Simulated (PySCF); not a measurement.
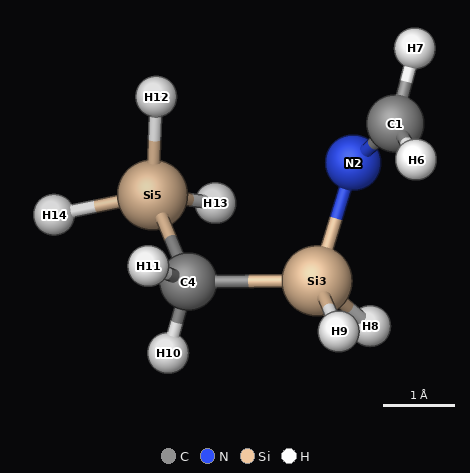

Fig. 1: The structure (ball-and-stick view, seen at a tilt; atoms are numbered from 1 in the order of the input).

**Two runs on C2H9NSi2**

System: C2H9NSi2, SMILES C=N[SiH2]C[SiH3].
Method of run A: GIAO PBE0/pcSseg-1 NMR shielding, non-relativistic, gas phase (PySCF 2.14.0).

The geometry comes from this level: PBE0-D3(BJ)/def2-SVP. Text and figures count atoms from 1; the logs count them from 0 in places.

### Input, run A
```
{"job": {"kind": "nmr", "xc": "PBE0", "basis": "pcSseg-1", "pop": false}, "charge": 0, "multiplicity": 1}
C     -2.361873    -0.562690     0.802626
N     -1.192281    -0.571768     0.331898
Si    -0.623130     0.380053    -1.033724
C      0.874144     1.343064    -0.457831
Si     2.063648     0.338698     0.610151
H     -3.198027     0.051742     0.400848
H     -2.623051    -1.194352     1.672670
H     -0.227290    -0.587770    -2.098982
H     -1.698816     1.285975    -1.567864
H      1.413483     1.718668    -1.343949
H      0.547207     2.225590     0.117863
H      1.489372     0.098883     1.965718
H      2.366003    -0.974543    -0.036743
H      3.352006     1.084454     0.771482
```

The first line tells a small driver script what to run in PySCF; the rest is the geometry in Å.

Command:
```bash
OMP_NUM_THREADS=1 python <driver script> task.json out
```

Hardware: 1 CPU thread, shared host.

### Output (run A)
```
coarse grid: 12064 points
cycle   1  E = -714.8261697645  dE =  1.167e-01  |g| = 4.665e-01  |ddm| = 3.242e+00
cycle   2  E = -714.7416523743  dE =  8.452e-02  |g| = 7.593e-01  |ddm| = 1.016e+00
cycle   3  E = -714.8756422408  dE = -1.340e-01  |g| = 1.139e-01  |ddm| = 6.854e-01
cycle   4  E = -714.8782905449  dE = -2.648e-03  |g| = 3.517e-02  |ddm| = 9.321e-02
cycle   5  E = -714.8785875230  dE = -2.970e-04  |g| = 7.299e-03  |ddm| = 3.404e-02
cycle   6  E = -714.8786003637  dE = -1.284e-05  |g| = 2.048e-03  |ddm| = 9.443e-03
cycle   7  E = -714.8786014380  dE = -1.074e-06  |g| = 4.143e-04  |ddm| = 2.320e-03
final grid: 105608 points
cycle   8  E = -714.9053705702  dE = -1.359e-05  |g| = 5.799e-03  |ddm| = 1.518e-02
cycle   9  E = -714.9053656916  dE =  4.879e-06  |g| = 7.338e-03  |ddm| = 1.187e-02
cycle  10  E = -714.9053786683  dE = -1.298e-05  |g| = 1.231e-03  |ddm| = 6.829e-03
cycle  11  E = -714.9053789911  dE = -3.228e-07  |g| = 2.920e-04  |ddm| = 9.051e-04
cycle  12  E = -714.9053790087  dE = -1.758e-08  |g| = 6.052e-05  |ddm| = 2.211e-04
cycle  13  E = -714.9053790096  dE = -8.445e-10  |g| = 2.133e-05  |ddm| = 6.967e-05
converged SCF energy = -714.9053790096

GIAO shielding tensors (ppm)
atom      isotropic    diamagn.    paramagn.     s11        s22        s33       span
  0 C        9.333     251.237    -241.904    -89.420     -2.545    119.965    209.386
  1 N     -162.233     331.675    -493.908   -571.973   -195.965    281.239    853.212
  2 Si     367.979     881.445    -513.465    316.395    370.286    417.257    100.862
  3 C      195.818     258.927     -63.109    186.830    194.431    206.193     19.363
  4 Si     419.925     879.271    -459.346    397.556    401.489    460.730     63.175
  5 H       22.672      28.510      -5.838     20.526     22.120     25.371      4.845
  6 H       22.764      28.534      -5.770     21.549     22.511     24.231      2.682
  7 H       26.226      29.786      -3.560     23.831     24.279     30.567      6.736
  8 H       26.402      29.526      -3.124     23.362     24.592     31.252      7.891
  9 H       31.468      30.346       1.122     26.535     28.403     39.468     12.933
 10 H       31.219      31.617      -0.398     26.495     28.477     38.684     12.189
 11 H       27.251      29.141      -1.890     23.585     25.846     32.321      8.736
 12 H       27.058      28.919      -1.861     23.925     25.500     31.749      7.824
 13 H       27.186      28.056      -0.870     23.785     25.104     32.668      8.883
```

For run B the input was changed thus:
```diff
-"xc": "PBE0"
+"xc": "B97-2"
```

Predict how the results change.

The total energies belong to different methods, so their difference says nothing on which is more stable or more accurate. The HOMO goes from −7.13 to −6.88 eV. The LUMO goes from −0.91 to −0.97 eV. Of all shieldings, the largest change is that of N2, by +12.6 ppm. The functional changes from PBE0 to B97-2. The number of SCF iterations is the same.

### Output (run B)
```
coarse grid: 12064 points
cycle   1  E = -715.2212738019  dE =  1.020e-01  |g| = 4.764e-01  |ddm| = 3.253e+00
cycle   2  E = -715.1201518628  dE =  1.011e-01  |g| = 8.052e-01  |ddm| = 1.088e+00
cycle   3  E = -715.2734686611  dE = -1.533e-01  |g| = 1.223e-01  |ddm| = 7.473e-01
cycle   4  E = -715.2766808450  dE = -3.212e-03  |g| = 3.561e-02  |ddm| = 1.019e-01
cycle   5  E = -715.2769911031  dE = -3.103e-04  |g| = 7.607e-03  |ddm| = 3.594e-02
cycle   6  E = -715.2770061201  dE = -1.502e-05  |g| = 2.142e-03  |ddm| = 1.017e-02
cycle   7  E = -715.2770072990  dE = -1.179e-06  |g| = 4.310e-04  |ddm| = 2.475e-03
final grid: 105608 points
cycle   8  E = -715.2949401716  dE = -3.156e-05  |g| = 3.540e-03  |ddm| = 1.682e-02
cycle   9  E = -715.2949400540  dE =  1.177e-07  |g| = 2.259e-03  |ddm| = 2.671e-03
cycle  10  E = -715.2949402543  dE = -2.003e-07  |g| = 1.829e-03  |ddm| = 2.692e-03
cycle  11  E = -715.2949409989  dE = -7.446e-07  |g| = 8.844e-05  |ddm| = 1.219e-03
cycle  12  E = -715.2949410000  dE = -1.124e-09  |g| = 5.654e-05  |ddm| = 1.139e-04
cycle  13  E = -715.2949410009  dE = -8.340e-10  |g| = 5.791e-06  |ddm| = 5.207e-05
converged SCF energy = -715.2949410009

GIAO shielding tensors (ppm)
atom      isotropic    diamagn.    paramagn.     s11        s22        s33       span
  0 C       13.037     251.299    -238.262    -84.424      4.128    119.407    203.831
  1 N     -149.593     331.911    -481.504   -542.054   -185.961    279.237    821.291
  2 Si     374.484     881.654    -507.170    324.976    376.616    421.860     96.884
  3 C      194.801     258.749     -63.948    186.333    193.430    204.639     18.306
  4 Si     423.009     879.391    -456.382    401.145    405.031    462.851     61.707
  5 H       22.837      28.662      -5.825     20.673     22.246     25.592      4.919
  6 H       22.955      28.710      -5.755     21.726     22.686     24.454      2.727
  7 H       26.454      30.041      -3.587     24.070     24.519     30.772      6.702
  8 H       26.607      29.729      -3.122     23.592     24.804     31.425      7.833
  9 H       31.586      30.395       1.191     26.763     28.565     39.430     12.667
 10 H       31.351      31.732      -0.380     26.745     28.637     38.672     11.927
 11 H       27.445      29.423      -1.978     23.826     26.071     32.438      8.612
 12 H       27.259      29.196      -1.936     24.168     25.723     31.887      7.719
 13 H       27.379      28.204      -0.825     24.025     25.315     32.797      8.772
```

### The two runs side by side

| quantity | run A | run B |
| --- | --- | --- |
| outcome | converged | converged |
| total energy (hartree) | −714.905379 | −715.294941 |
| HOMO (eV) | −7.13 | −6.88 |
| LUMO (eV) | −0.91 | −0.97 |
| dipole moment (D) | 1.88 | 1.86 |
| shielding of C1 (ppm) | 9.3 | 13.0 |
| shielding of N2 (ppm) | −162.2 | −149.6 |
| shielding of Si3 (ppm) | 368.0 | 374.5 |
| shielding of C4 (ppm) | 195.8 | 194.8 |
| shielding of Si5 (ppm) | 419.9 | 423.0 |
| shielding of H8 (ppm) | 26.2 | 26.5 |
| shielding of H9 (ppm) | 26.4 | 26.6 |
| SCF iterations | 13 | 13 |
| basis functions | 144 | 144 |
| wall time (shared host) | 12 s | 12 s |
